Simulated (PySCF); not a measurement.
# Single-point calculation, with input and output: C2H2FGaS

C2H2FGaS, computed with B3LYP/def2-SVP, RKS (PySCF 2.14.0).

The geometry comes from this level: GFN2-xTB.

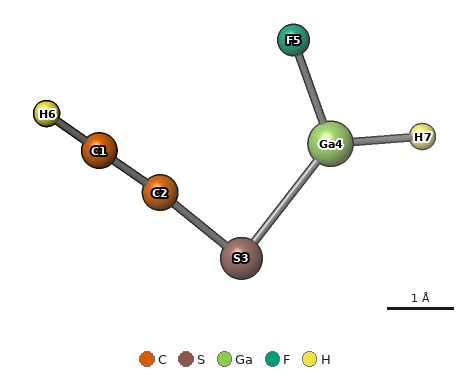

Fig. 1: The input geometry (ball-and-stick view, seen at a tilt; atoms are numbered from 1 in the order of the input). Sticks mark near contacts.

Results in brief

- outcome: converged
- total energy: −2499.846902 hartree
- basis functions: 102
- HOMO: −6.88 eV
- LUMO: −1.63 eV
- dipole moment: 1.51 D
- hardware: 1 thread of Arm Neoverse V1, 24 GiB of memory available, shared host
- wall time: 14 s
- peak memory: 0.51 GiB

Input (job.py)
```python
from pyscf import gto, dft

mol = gto.Mole()
mol.atom = '''
C     -0.109920     0.427670     2.058720
C      0.402210    -0.234180     1.196280
S      1.179440    -1.236750     0.063390
Ga     0.059280    -0.329810    -1.657290
F     -0.993140     1.021350    -1.296660
H     -0.555220     1.014100     2.807010
H      0.017340    -0.662390    -3.171460
'''
mol.basis = 'def2-svp'
mol.max_memory = 1860
mol.verbose = 3
mol.build()

ks = dft.RKS(mol)
ks.xc = 'b3lyp'
ks.grids.level = 3
ks.conv_tol = 1e-10
ks.kernel()
if not ks.converged:
    ks = ks.newton().run(ks.mo_coeff, ks.mo_occ)

energy = ks.e_tot
print('E(%s) = %.9f' % ('B3LYP', energy))
```

Launched with:
```bash
OMP_NUM_THREADS=1 python job.py
```

What the program printed
```
converged SCF energy = -2499.84690206571
E(B3LYP) = -2499.846902066
```

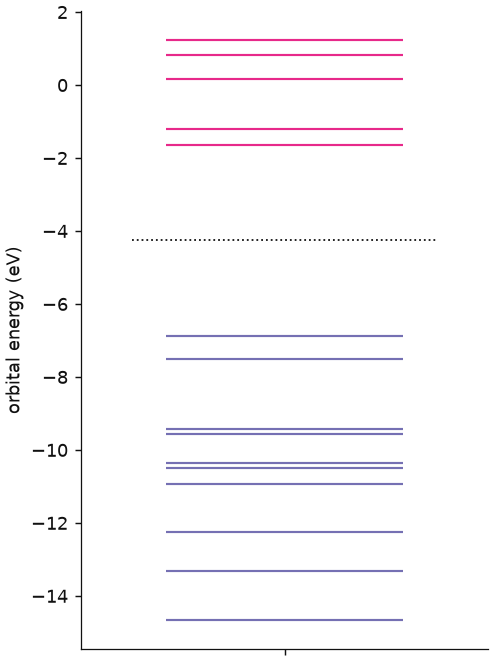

Fig. 2: Orbital energies near the frontier; the dotted line parts filled from empty levels, and levels within 0.02 eV of each other stand side by side. Highest filled −6.88 eV, lowest empty −1.63 eV, 5.25 eV apart.
